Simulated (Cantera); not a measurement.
Feed: 1 mol CaO, 2.3 mol HCl, 1.3 mol N2, held at 1627 °C.

These are equilibrium values from Cantera (NASA tables, ideal gas, pure condensed phases), not measurements of a reactor. Candidate condensed phases: Ca, CaCl2, CaO, Ca(OH)2, H2O, NH4Cl; 36 gas species. Mutual solubility and eutectic melting of coexisting phases are not modelled. Condensed phases not in the tables: oxide chlorides. The numbers say what is thermodynamically allowed, not how fast it happens.

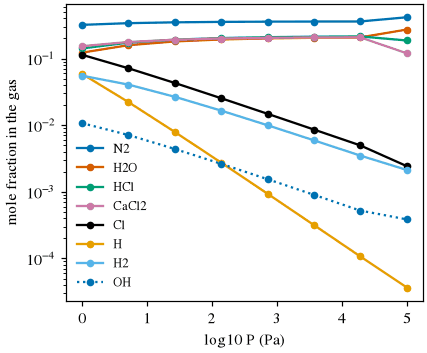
Figure: Equilibrium gas composition (values under 1e-9 drawn at 1e-9)

From 1.00 Pa to 0.190 bar the condensed part is CaO(s). At 1.00 bar the condensed part is CaCl2(l) + CaO(s). The main Ca-bearing gas is CaCl2 throughout. The share of Ca in condensed phases is highest at 1.00 bar (62.7 %) and lowest at 0.190 bar (24.7 %).
